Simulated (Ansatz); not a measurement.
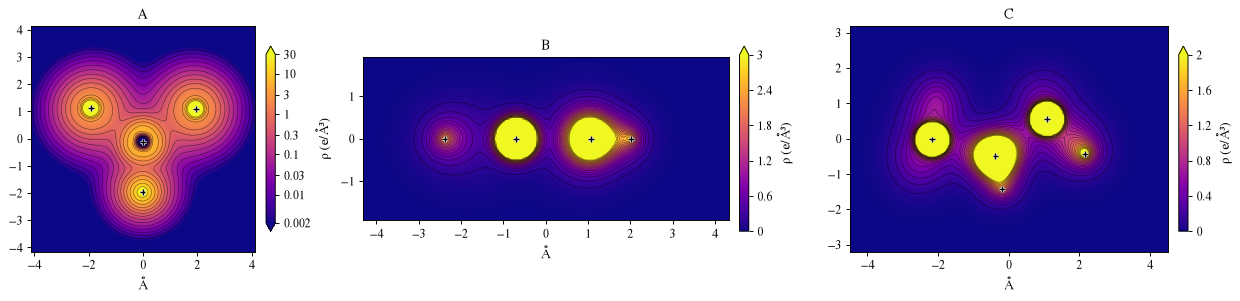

The electron density of 3 systems, each on a plane through atoms (crosses mark nuclei in the plane).

The calculation used Ansatz 0.2.0, isolated molecule in a Gaussian basis; Kohn-Sham density functional theory, functional PBE0.

System 1: Cl4FTa (SMILES [F][Ta]([Cl])([Cl])([Cl])[Cl]), the plane of atoms Cl2, Ta6 and F5. Geometry: PBE0-D4/def2-SVP; core potentials replace the inner electrons of Ta.

```tsv
atom	x (Å)	y (Å)	z (Å)
Cl	-2.0526	-0.7503	0.7904
Cl	1.0274	-1.9273	0.5857
Cl	1.9029	0.7629	-1.1179
Cl	0.0540	1.7039	1.4503
F	-0.8713	0.1529	-1.6986
Ta	-0.0182	-0.0061	-0.0562
```

System 2: H2MgO (SMILES [OH][MgH]), a plane that holds the molecular axis. Geometry: PBE0-D4/def2-SVP.

```xyz
4

Mg    0.0000    0.0000   -0.6968
O     0.0000    0.0000    1.0669
H     0.0000    0.0000    2.0179
H     0.0000    0.0000   -2.3880
```

System 3: FH5OSi2 (charge +1, doublet), the plane of atoms Si3, O2 and Si4. Geometry: B3LYP/6-31G*.

```json
{"atom": "F", "x (Å)": "-0.0695", "y (Å)": "-1.1133", "z (Å)": "-0.2265"}
{"atom": "O", "x (Å)": "0.9556", "y (Å)": "1.2969", "z (Å)": "-0.6780"}
{"atom": "Si", "x (Å)": "-0.5767", "y (Å)": "0.3538", "z (Å)": "-0.5552"}
{"atom": "Si", "x (Å)": "2.2388", "y (Å)": "1.6068", "z (Å)": "0.6142"}
{"atom": "H", "x (Å)": "-1.1178", "y (Å)": "0.4943", "z (Å)": "-1.9118"}
{"atom": "H", "x (Å)": "-1.2553", "y (Å)": "0.9732", "z (Å)": "0.5856"}
{"atom": "H", "x (Å)": "1.2353", "y (Å)": "1.5035", "z (Å)": "-1.5934"}
{"atom": "H", "x (Å)": "1.4095", "y (Å)": "1.3762", "z (Å)": "1.8191"}
{"atom": "H", "x (Å)": "2.6113", "y (Å)": "3.0150", "z (Å)": "0.3330"}
```

Which map belongs to which system?

Panel A is system 1, Cl4FTa: the plane holds Cl, F and Ta. Ta–F (1.86 Å): the density is about 1.1 e/Å³ at the midpoint. Panel B is system 2, H2MgO: the plane holds Mg, O and H. Mg–O (1.76 Å): ρ at the midpoint is about 0.61 e/Å³. Panel C is system 3, FH5OSi2: the plane holds O, Si and H. Si–O (1.80 Å): ρ at the midpoint is about 0.82 e/Å³.
